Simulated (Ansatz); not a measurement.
## HfC, pressure series

Take HfC in the rock salt structure (space group Fm-3m, No. 225; a = 4.652 Å) as the base.

Cell and atoms are relaxed at each pressure.

All numbers come from plane-wave PAW DFT at the PBE level (Ansatz, a program for electronic structure, 420 eV), spin-orbit coupling left out.

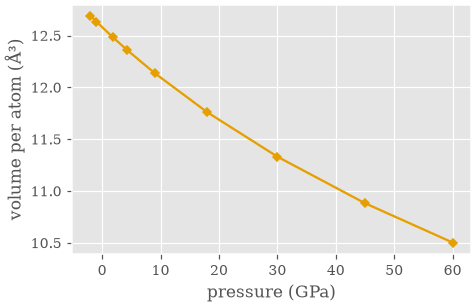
Figure. Volume against pressure

Q: Estimate the zero-pressure bulk modulus from the plot.

A: About 230 GPa; a third-order Birch–Murnaghan fit to the points gives V₀ = 12.58 Å³/atom, B₀ = 234 GPa and B₀′ = 3.9.

Load acts through the strain it causes; cell and atoms are relaxed under it. Stability against distortions was not tested. No other phases were tried under pressure. All final runs are without spin polarisation.
